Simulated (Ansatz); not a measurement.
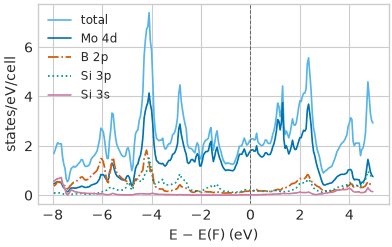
Figure: Total and projected density of states of SiB2Mo2 in space group P-6m2 (No. 187; Mo on 2h, Si on 1a, B on 1b, B on 1f), DFT-PBE in the program Ansatz with PAW potentials

Problem. Which orbitals carry the states next to the Fermi level?

Solution. Within 0.5 eV of the Fermi level: Mo 4d 80 %, Si 3p 8 %, B 2p 7 %. Projections are on Löwdin-orthogonalised atomic valence shells; empty p or d shells of many metals are not among them.

Problem. Where is the tallest occupied peak in this window, and what makes it?

Solution. Near -4.1 eV, about 7.4 states/eV per cell; the largest projected share is Mo 4d.

The start of the workflow was typed in or built on a structure type; neither database checked (COD, Materials Project) lists it. Whether it is the stable phase at ambient conditions was not checked. The cell was relaxed with PBE under the symmetry of its start; whether a distortion lowers the energy is not shown. No spin polarisation was allowed. Spin–orbit coupling is left out wherever it is not named.

Potentials: the earlier of the program's two PAW sets.
